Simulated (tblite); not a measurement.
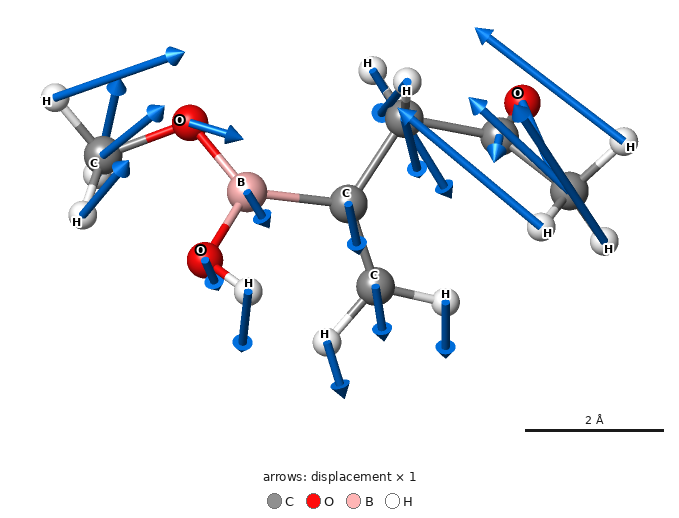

This is a relaxation of C$_{6}$H$_{11}$BO$_{3}$. The starting structure is drawn; blue arrows show the displacements, at their true length. The two geometries are superimposed by the best rigid fit.

The picture is a ball-and-stick view, seen at a tilt.

Level of theory: GFN2-xTB geometry optimisation, gas phase in tblite 0.8.0. 

> Atoms of which element are displaced furthest, and by how much?

Hydrogen: up to 3.28 Å, against 2.14 Å for carbon.

> Describe the change and its energy.

The energy falls by 111.6 kJ/mol in 283 geometry steps. The largest move after the best rigid fit is that of an H atom, 3.28 Å. By element the largest moves are H 3.28 Å, C 2.14 Å, O 2.12 Å, B 0.77 Å. Near-neighbour distances that change, for instance: B–O 1.455 → 1.350 Å, B–O 1.442 → 1.361 Å, C–O 1.255 → 1.205 Å, C–H 1.126 → 1.087 Å. Among the angles between lasting bonds that change: B–O–C 112.2° → 123.5°, C–C–C 124.0° → 114.5°, C–C–C 126.2° → 119.0°. Groups turn about C–C by about 85°, B–O by about 35°, B–C by about 35°.
